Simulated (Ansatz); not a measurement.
**CH$_{7}$Al$_{2}$ClO: density, localisation and related maps**

Input

```
crystal:
  periodic: [false, false, false]
  atoms:
    - { symbol: Al, position_ang: [-0.63732, -1.086979, 0.28662] }
    - { symbol: O, position_ang: [1.023251, -1.055712, 1.020455] }
    - { symbol: C, position_ang: [-0.780477, -0.933898, -1.643921] }
    - { symbol: Cl, position_ang: [-2.24755, -1.507082, 1.598043] }
    - { symbol: Al, position_ang: [1.010952, 2.083589, 0.722374] }
    - { symbol: H, position_ang: [-0.483406, 1.708625, 0.579977] }
    - { symbol: H, position_ang: [1.866969, 2.243021, -0.602301] }
    - { symbol: H, position_ang: [1.577383, 2.448628, 2.15679] }
    - { symbol: H, position_ang: [1.066654, -1.213553, 1.975404] }
    - { symbol: H, position_ang: [0.017017, -1.504535, -2.132883] }
    - { symbol: H, position_ang: [-1.745349, -1.294705, -2.012953] }
    - { symbol: H, position_ang: [-0.668225, 0.112801, -1.947605] }
basis:
  gaussian: { orbitals: "6-31G*" }
hamiltonian:
  xc: b3lyp
  dispersion: d4
relax:
  f_tol: 0.03
  max_steps: 50
output:
  orbitals: {}
```

Run with:

```sh
ansatz run input.yaml --threads 2 --pin off --max-ram 3072MiB --backend cpu --events-out ev --progress --plain --runs-dir out
```

The fields are those of the run's last geometry, not of the input's.

All numbers below come from RKS B3LYP-D4/6-31G* (Ansatz 0.2.0).

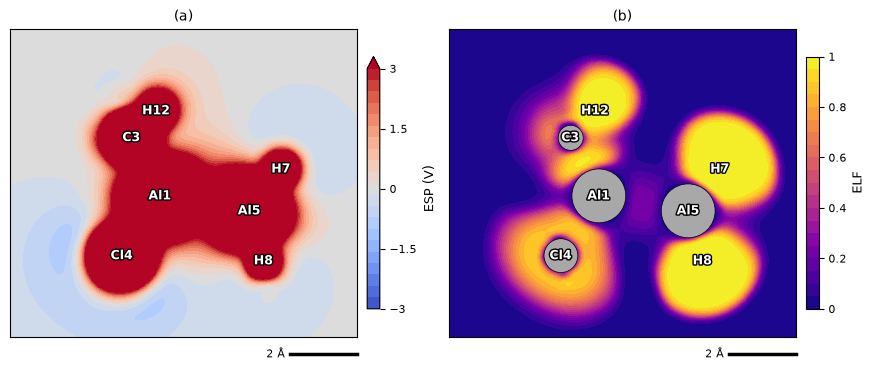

Figure 1. (a) molecular electrostatic potential; (b) electron localisation function on the plane of atoms Al1, C3 and H12. Grey discs cover the atomic cores in the ELF map.

Q: Describe what can be read from this map.

A: The plane passes through Al, C, Cl and H nuclei. C–Al (1.94 Å): the ELF peaks at about 0.95 between the atoms, as expected for a polar covalent bond. Al–Cl (2.13 Å): the ELF peaks at about 0.90 in the valence shell of Cl, 0.9 Å from its nucleus, and is about 0.80 at the midpoint. C–H (1.10 Å): the ELF climbs to about 1 towards the hydrogen, as it does in any bond to H: a covalent bond by its length. Al–H (1.58 Å): the ELF climbs to about 1 towards the hydrogen. The ELF also peaks beside Cl4, away from the bonds: lone-pair regions. Outside the dense part of the molecule the potential is most negative (−0.8 V) near Cl4.

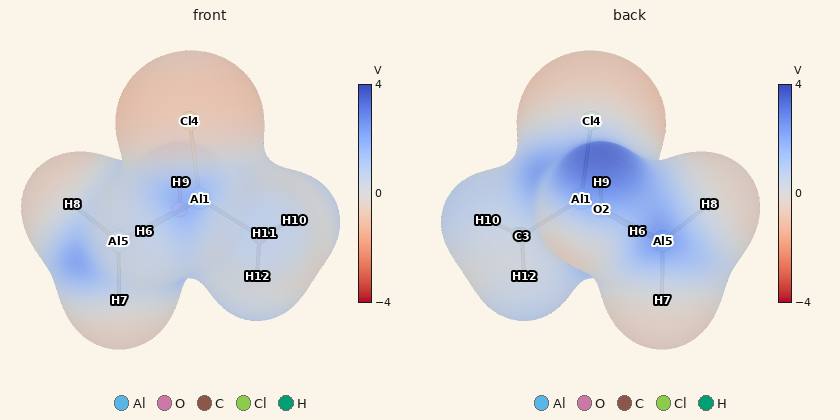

Figure 2. The molecular electrostatic potential painted on the density surface at 0.002 e/bohr³, seen from the front and from behind; the colour scale runs from red (negative) to blue (positive).

Q: Describe the electrostatic potential map.

A: The most negative region (about −0.8 V, or −18 kcal/mol for a unit charge) lies over Cl4, the most positive (about +3.3 V, or +76 kcal/mol for a unit charge) over H9.

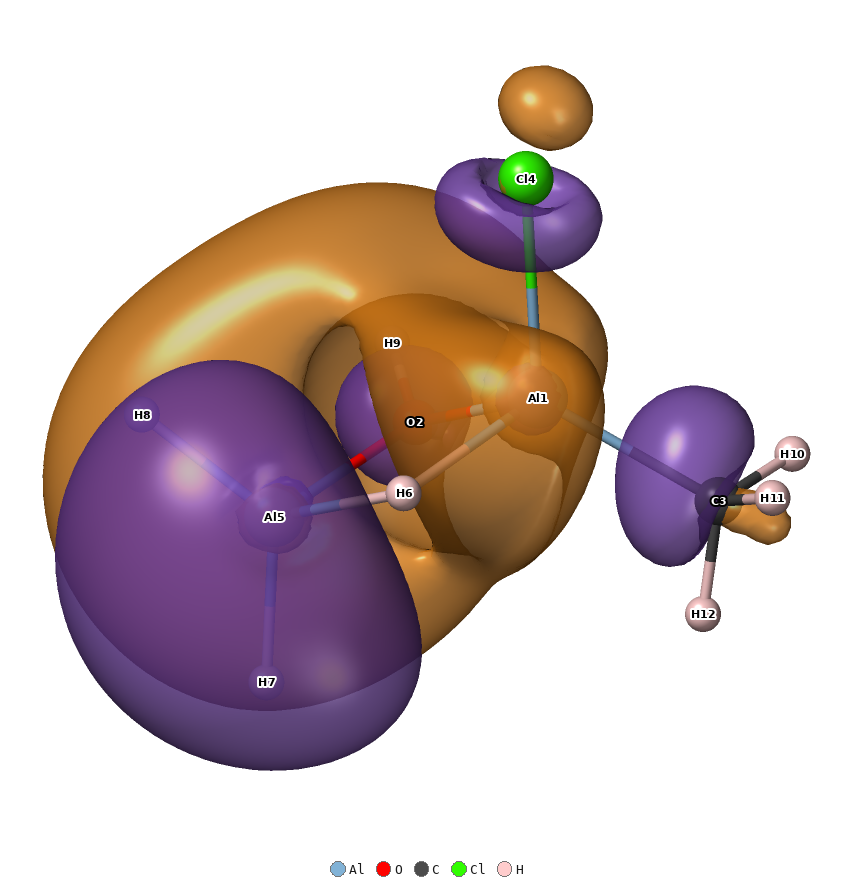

Figure 3. The LUMO at ±0.06 Å⁻³ᐟ² (orange and purple are the two phases), seen at a tilt.

Q: What is the character of this orbital?

A: By Hirshfeld shares it lies mainly on Al5 (about 50 %), Al1 (about 10 %), H9 (about 10 %) and O2 (about 5 %). Its energy is −0.88 eV.
